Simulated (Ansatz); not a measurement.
BrGeH₃···H₂S

```yaml
atoms:
  - { symbol: Ge, position_ang: [-0.2860, 0.5093, -1.2634] }
  - { symbol: Br, position_ang: [1.2640, 1.6737, 0.0542] }
  - { symbol: H, position_ang: [0.3345, -0.8617, -1.6077] }
  - { symbol: H, position_ang: [-0.4912, 1.3757, -2.5313] }
  - { symbol: H, position_ang: [-1.5925, 0.3847, -0.4497] }
  - { symbol: H, position_ang: [1.1547, -0.7732, 1.5155] }
  - { symbol: S, position_ang: [0.1575, -1.6486, 1.8311] }
  - { symbol: H, position_ang: [-0.5411, -0.6600, 2.4513] }
```

Theory: Ansatz 0.2.0, RKS PBE-D4/def2-SVP.

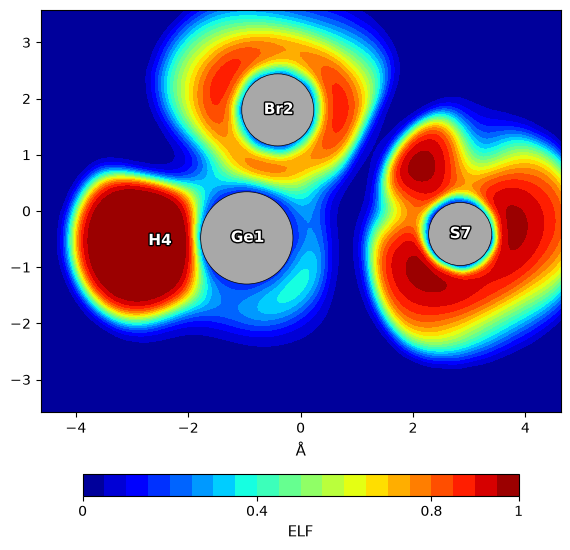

Figure 1. ELF on the plane of atoms Br2, Ge1 and H4. Grey discs cover the atomic cores.

Question: Describe what can be read from this map.

Answer: The plane passes through Ge, Br, H and S nuclei.
Ge1···S7 (3.80 Å): the ELF dips to about 0.05 between them: a non-bonded, intermolecular contact.
Ge–Br (2.34 Å): the ELF peaks at about 0.75 in the valence shell of Br, 1.1 Å from its nucleus, and is about 0.70 at the midpoint.
Ge–H (1.55 Å): the ELF climbs to about 1 towards the hydrogen.
The ELF also peaks beside S7 and Br2, away from the bonds: lone-pair regions.

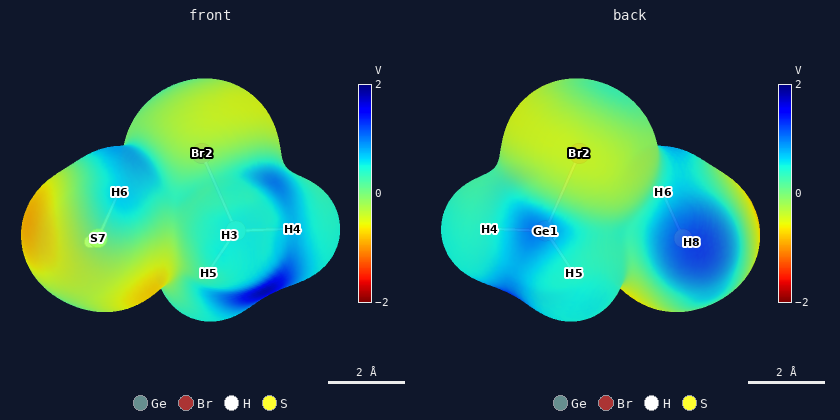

Figure 2. The molecular electrostatic potential painted on the density surface at 0.002 e/bohr³, seen from the front and from behind; the colour scale runs from red (negative) to blue (positive).

Question: Which sites attract a positive test charge, and which a negative one?

Answer: A positive charge is drawn to the negative regions and a negative charge to the positive ones. The most negative region (about −0.9 V) lies over S7, the most positive (about +1.7 V) over Ge1. Br2 shows a σ-hole: about +0.3 V at the tip opposite its bond, against about −0.2 V on its flanks.

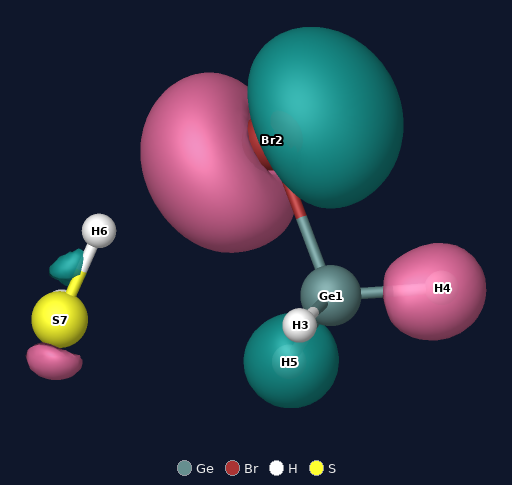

Figure 3. The HOMO−1 at ±0.1 Å⁻³ᐟ² (teal and pink are the two phases), seen across its widest extent.

Question: Where does this orbital lie, and at what energy?

Answer: By Hirshfeld shares it lies mainly on Br2 (about 80 %) and Ge1 (about 5 %); largely a lone pair of Br2. Its energy is −6.90 eV.
